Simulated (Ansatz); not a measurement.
Consider K2YInBr6 (double perovskite (elpasolite)) (Fm-3m).

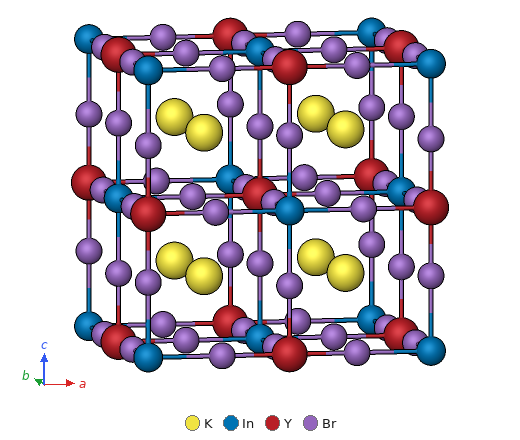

The structure (potassium yellow, indium blue, yttrium red, bromine purple). Some periodic images of atoms are drawn too.

The structure was built from a prototype and need not be the compound's stable phase.

It takes space group Fm-3m (No. 225, cubic). Conventional cell: a = 11.413 Å, b = 11.413 Å, c = 11.413 Å, α = 90.00°, β = 90.00°, γ = 90.00°. Nearest to K lie 12 Br at 4.04 Å. Nearest to In lie 6 Br at 2.99 Å. Nearest to Y lie 6 Br at 2.72 Å. Nearest to Br lie 1 Y at 2.72 Å and 1 In at 2.99 Å and 4 K at 4.04 Å. It derives from Br6In1K2Y1. Farther neighbours and most contacts between anions are not listed.

```yaml
crystal:
  lattice:
    - [0.00000, 5.70626, 5.70626]
    - [5.70626, 0.00000, 5.70626]
    - [5.70626, 5.70626, 0.00000]
  atoms:
    - { symbol: K, position: [0.25000, 0.25000, 0.25000] }
    - { symbol: K, position: [0.75000, 0.75000, 0.75000] }
    - { symbol: In, position: [0.00000, 0.00000, 0.00000] }
    - { symbol: Y, position: [0.50000, 0.50000, 0.50000] }
    - { symbol: Br, position: [0.26159, 0.73841, 0.73841] }
    - { symbol: Br, position: [0.26159, 0.73841, 0.26159] }
    - { symbol: Br, position: [0.73841, 0.26159, 0.73841] }
    - { symbol: Br, position: [0.73841, 0.26159, 0.26159] }
    - { symbol: Br, position: [0.73841, 0.73841, 0.26159] }
    - { symbol: Br, position: [0.26159, 0.26159, 0.73841] }
```

The structure was relaxed with LDA. The structure type comes from a generator and need not be one that this composition takes. The runs that relaxed it are not among those shown. PAW set soft_2, made with PBE.

Gaps computed with Ansatz 0.2.0 without a self-energy: LDA 1.89 eV, LDA+SOC 1.87 eV, HSE06 2.76 eV and PBE0 3.45 eV.

Q: Estimate the G0W0@LDA gap with 2×2×2 mesh, 1109 empty bands, screening to 120 eV, default PAW files.

About 3.27 eV: on its mesh the run moves the gap from 1.88 eV by +1.39 eV. Among the scalar-relativistic levels given, PBE0 is nearest (+0.18 eV). Bands and cutoff are finite, so the gap is not at the basis limit. The miss can reach some tenths of an eV and take either sign; the mesh is an error of its own. The 2×2×2 mesh is coarse for this cell (its supercell is 16 Å along the shortest edge). The RPA ε∞ on it, from the LDA start, is 3.97; such meshes misread the long-range screening, most where the gap is narrow. The many-body steps are scalar-relativistic: spin-orbit coupling is not in them.

[Paths, hosts, dates, memory and timing lines, banners, echoed tables and standing remarks are left out of the program output.]

[Logs are printed without paths, hosts, clocks, repeated set-up lines and the standing remarks that a program may print on its own settings, such as how far it seeks lower states.]

[Runs of the session that timed out or met a known fault of the program may be left out.]

[Cells called generated may have been cut or substituted from an entry of the Crystallography Open Database or the Materials Project.]

[Hosts, paths, dates, database ids (printed as entryN), source tags and the programs' standing remarks are cut or masked in the printed files.]
